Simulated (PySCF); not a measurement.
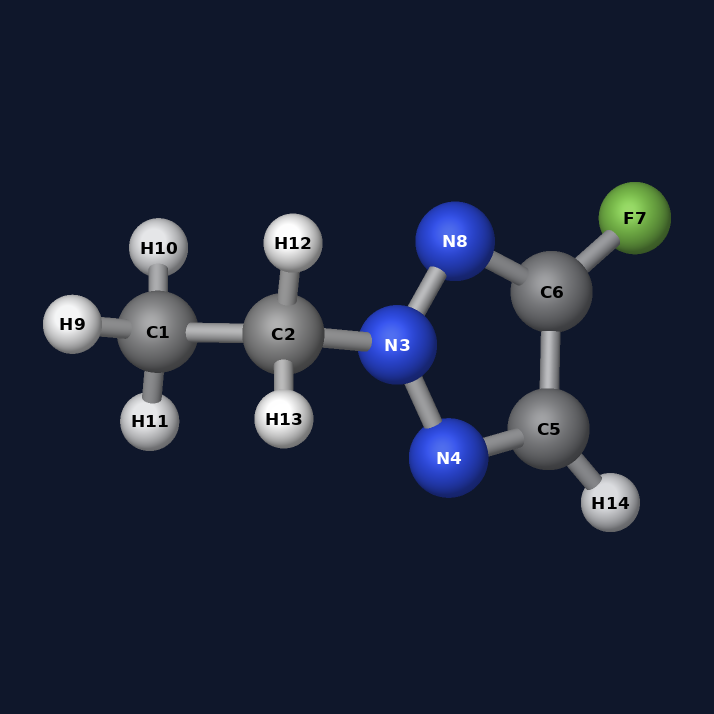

The computed structure is the end point of a GFN2-xTB optimisation. No frequency run is at hand to confirm it as a minimum. Method: B3LYP/pcJ-1 indirect spin-spin coupling, non-relativistic, gas phase (PySCF 2.14.0). Isotopes: 13C, 19F, 1H, 15N.

Give the spin–spin coupling constants of these pairs, with the number of bonds between them: C2/N3, N3/N4, N4/C5, C6/F7, N3/C6, N4/N8, N3/H14, N3/H9, N3/F7, N4/F7.

```tsv
pair	bonds apart	J (Hz)
C2, N3	1	−19.0
N3, N4	1	−13.6
N4, C5	1	−0.9
C6, F7	1	−322.4
N3, C6	2	−9.4
N4, N8	2	−2.0
N3, H14	3	−9.5
N3, H9	3	−7.5
N3, F7	3	−5.5
N4, F7	3	6.8
```

Density functionals are unreliable for couplings to fluorine, so those rows may be far off.
